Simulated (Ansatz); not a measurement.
# Lead, fcc under r²SCAN: convergence with the Methfessel-Paxton smearing

How small must the Methfessel-Paxton smearing width be for energy and pressure to settle? The geometry was relaxed under r²SCAN beforehand and stays fixed; 7 values are run, from 0.01 to 1.0 eV. Wanted are the values from which on the energy stays within 10 and 1 meV/atom, and the pressure within 0.5 GPa, of the narrowest run. Within the series other settings stay. Spin polarisation is left out.

Computed with Ansatz 0.2.0 (DFT r²SCAN, plane waves with PAW, scalar-relativistic, unless a step says otherwise).

**1. Starting point**

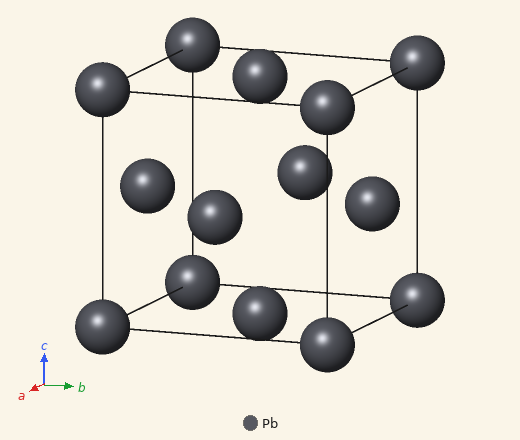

The structure, seen slightly off an axis (lead dark grey). The conventional cell is drawn; the run uses a primitive one. Any atoms on the faces are drawn again on the opposite ones.

Coordinates:

```
Pb
1.0
     0.00000    2.49464    2.49464
     2.49464    0.00000    2.49464
     2.49464    2.49464    0.00000
Pb
1
Direct
  0.00000 0.00000 0.00000
```

**2. Width 0.01 eV**

The run at 0.01 eV.

The input, input.yaml:

```yaml
crystal:
  lattice:
    - [0.0, 2.4946408835, 2.4946408835]
    - [2.4946408835, 0.0, 2.4946408835]
    - [2.4946408835, 2.4946408835, 0.0]
  atoms:
    - { symbol: Pb, position: [0.0, 0.0, 0.0] }
hamiltonian:
  xc: r2scan
  pseudopotentials:
    kind: paw
    azcp:
      Pb: "pseudopotentials/Pb.paw.azcp"
basis:
  ecutwfc: 500
  fft_grid_basis: typed
kpoints:
  mp_grid: { grid: [11, 11, 11], shift: [0, 0, 0] }
magnetization:
  spin_polarized: false
scf:
  occupations: { method: methfessel_paxton, width: 0.01 }
  lower_state_search: "off"
output:
  stress: true
```

The run is started by

```
> ansatz run input.yaml --threads 2 --pin off --max-ram 5120MiB --backend cpu --events-out ev --progress --plain --runs-dir out
```

**3. Width 0.03 eV**

The run at 0.03 eV.

input.yaml, as its differences from that of step 2:

```diff
@@ -21,3 +21,3 @@
 scf:
-  occupations: { method: methfessel_paxton, width: 0.01 }
+  occupations: { method: methfessel_paxton, width: 0.03 }
   lower_state_search: "off"
```

**4. Width 0.1 eV**

The run at 0.1 eV.

input.yaml, as its differences from that of step 3:

```diff
@@ -21,3 +21,3 @@
 scf:
-  occupations: { method: methfessel_paxton, width: 0.03 }
+  occupations: { method: methfessel_paxton, width: 0.1 }
   lower_state_search: "off"
```

**5. Width 0.2 eV**

The run at 0.2 eV.

input.yaml, as its differences from that of step 4:

```diff
@@ -21,3 +21,3 @@
 scf:
-  occupations: { method: methfessel_paxton, width: 0.1 }
+  occupations: { method: methfessel_paxton, width: 0.2 }
   lower_state_search: "off"
```

**6. Width 0.3 eV**

The run at 0.3 eV.

input.yaml, as its differences from that of step 5:

```diff
@@ -21,3 +21,3 @@
 scf:
-  occupations: { method: methfessel_paxton, width: 0.2 }
+  occupations: { method: methfessel_paxton, width: 0.3 }
   lower_state_search: "off"
```

**7. Width 0.6 eV**

The run at 0.6 eV.

input.yaml, as its differences from that of step 6:

```diff
@@ -21,3 +21,3 @@
 scf:
-  occupations: { method: methfessel_paxton, width: 0.3 }
+  occupations: { method: methfessel_paxton, width: 0.6 }
   lower_state_search: "off"
```

**8. Width 1.0 eV**

The run at 1.0 eV.

input.yaml, as its differences from that of step 7:

```diff
@@ -21,3 +21,3 @@
 scf:
-  occupations: { method: methfessel_paxton, width: 0.6 }
+  occupations: { method: methfessel_paxton, width: 1.0 }
   lower_state_search: "off"
```

(Steps that only read results are left out.)

What does the calculation give?

As calculated:

| quantity | value |
| --- | --- |
| E(σ → 0) stays within 10 meV/atom of 0.01 eV | up to 1.0 eV |
| E(σ → 0) stays within 1 meV/atom | up to 0.3 eV |
| pressure stays within 0.5 GPa | up to 1.0 eV |
| pressure at 0.01 eV | 0.00 GPa |
| energy of a separate run on a finer mesh (18×18×18) | +6.0 meV/atom from 0.01 eV |

At 1.0 eV the energy differs by +4.2 meV/atom and the pressure by +0.1 GPa. Over the range F shifts by +5.9 meV/atom, while E(σ → 0) shifts by +4.2. This scheme cancels the term in the square of the width, so F moves little up to 0.2 eV. The mesh (11×11×11) is fixed, so the narrowest widths carry a k-point error of their own. The yardstick itself is unsettled by 6.0 meV/atom against the finer mesh, so the thresholds above hold only within this series, and wider smearing, which averages over more states, can land nearer the fine-mesh value than the narrowest does.
